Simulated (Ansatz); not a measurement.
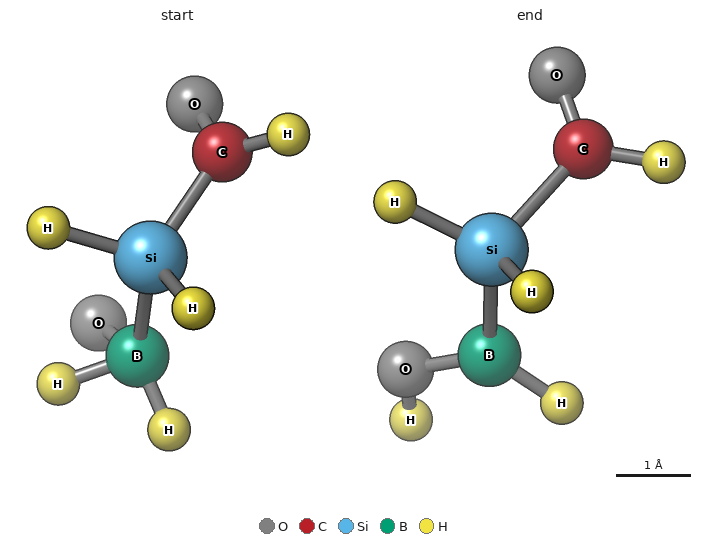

The structure of CH₅BO₂Si before (left) and after (right) a relaxation, at one scale.

A ball-and-stick model, seen from a free direction.

The run prepares an end point of a later path (hydrogen shift) calculation, from a guessed geometry.

Computed with Ansatz 0.2.0, RKS B3LYP-D4/cc-pVDZ.

Input
```yaml
crystal:
  periodic: [false, false, false]
  atoms:
    - { symbol: O, position_ang: [-1.7503, -0.697, 1.378] }
    - { symbol: C, position_ang: [-1.7912, -0.1616, 0.2501] }
    - { symbol: Si, position_ang: [-0.3247, 0.7364, -0.3616] }
    - { symbol: B, position_ang: [1.2926, -0.4717, -0.3987] }
    - { symbol: O, position_ang: [1.6678, -1.1468, 0.8117] }
    - { symbol: H, position_ang: [-2.6589, -0.2291, -0.39] }
    - { symbol: H, position_ang: [0.0344, 1.8551, 0.563] }
    - { symbol: H, position_ang: [-0.5028, 1.2702, -1.7075] }
    - { symbol: H, position_ang: [1.7717, -0.6833, -1.3757] }
    - { symbol: H, position_ang: [2.26395, -0.05314, 0.10149] }
basis:
  gaussian: { orbitals: cc-pVDZ }
hamiltonian:
  xc: b3lyp
  dispersion: d4
relax:
  f_tol: 0.02
  max_steps: 50
output:
  orbitals: {}
```

Command:
```bash
ansatz run input.yaml --threads 2 --pin off --max-ram 3072MiB --backend cpu --events-out ev --progress --plain --runs-dir out
```

Q: What changed between the two?

A: The largest moves after the best rigid fit, 1.13 Å, are those of O5 and H10. Largest moves by element: O 1.13 Å, H 1.12 Å, Si 0.21 Å, B 0.14 Å, C 0.12 Å. Some distances before and after: B4–H10 1.170 → 1.953 Å, O5–H10 1.434 → 0.970 Å, C2–Si3 1.825 → 1.952 Å, B4–H9 1.109 → 1.213 Å. New bonds form: O5–H10 (1.43 → 0.97 Å). Bonds break: B4–H10 (1.17 → 1.95 Å). Among the angles between lasting bonds that change: B4–Si3–H7 105.5° → 114.6°, C2–Si3–H8 113.0° → 106.6°, C2–Si3–B4 110.8° → 107.4°. Groups turn about Si3–B4 by about 55°, C2–Si3 by about 35°. After 31 accepted moves (36 points after the start) the energy has fallen by 4.408 eV. Largest force component: 5.4 eV/Å at the start, 0.0056 eV/Å at the end. The line search rejected the trial steps at points 20, 22, 26, 32, 35 of the run. The forces were under the threshold at step 34, but the run went on from there. The run took 89 s on 2 threads of Intel(R) Xeon(R) Platinum 8488C (Sapphire Rapids), with other jobs on the host, peak memory 0.23 GiB.
